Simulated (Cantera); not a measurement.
Charge: 1 mol Fe₃O₄, 0.66 mol CH₄, a varied amount of H₂, held at 1850 °C and 4.70 bar.

Cantera equilibrium calculation (NASA polynomials, part measured and part estimated; ideal gas, pure solids and liquids). Candidate condensed phases: C, C₆H₆, C₇H₈, C₈H₁₈, Fe, Fe(CO)₅, FeO, Fe(OH)₂, Fe(OH)₃, Fe₂O₃, Fe₃O₄, H₂O; 114 gas species. Each liquid is taken as pure. Mutual solubility and eutectic melting of coexisting phases are not modelled. The tables' stoichiometric FeO is somewhat more stable than real wüstite, so its field is too wide. FeO: taken at fixed stoichiometry. The numbers say what is thermodynamically allowed, not how fast it happens.

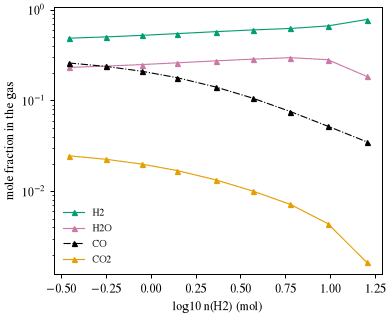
Equilibrium gas composition (values under 1e-9 drawn at 1e-9)

From 0.35 mol H₂ to 6 mol H₂ the condensed part is Fe(l) + FeO(l). From 9.7 mol H₂ to 16 mol H₂ the condensed part is Fe(l). The main Fe-bearing gas is Fe throughout.
